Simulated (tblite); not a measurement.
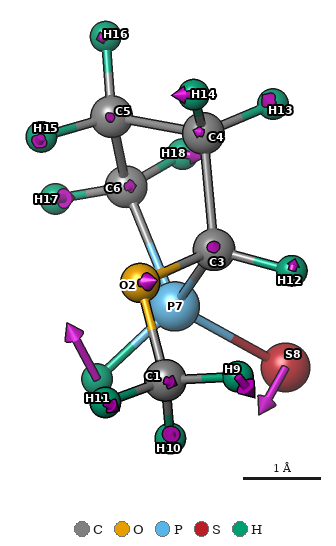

A relaxation of C₅H₁₁OPS. The starting structure is drawn; purple arrows show the displacements, magnified 2 times. The two geometries are superimposed by the best rigid fit.

The picture is a ball-and-stick view, seen from a free direction.

The calculation used tblite 0.8.0, GFN2-xTB geometry optimisation, gas phase. 

Question: Describe the change and its energy.

Answer: An H atom moves most after the best rigid fit: 0.48 Å. By element the largest moves are H 0.48 Å, S 0.39 Å, O 0.17 Å, C 0.10 Å, P 0.03 Å. Some distances before and after: C–P 1.826 → 1.884 Å, C–O 1.448 → 1.402 Å, P–S 1.958 → 1.931 Å, C–P 1.825 → 1.844 Å. Among the angles between lasting bonds that change: C–P–H 112.1° → 100.7°, C–P–H 111.5° → 100.2°, S–P–H 109.2° → 117.6°. The energy falls by 6.11 kcal/mol in 78 geometry steps. Cost: 0.96 s on 1 thread of Arm Neoverse N1, with other jobs on the host.
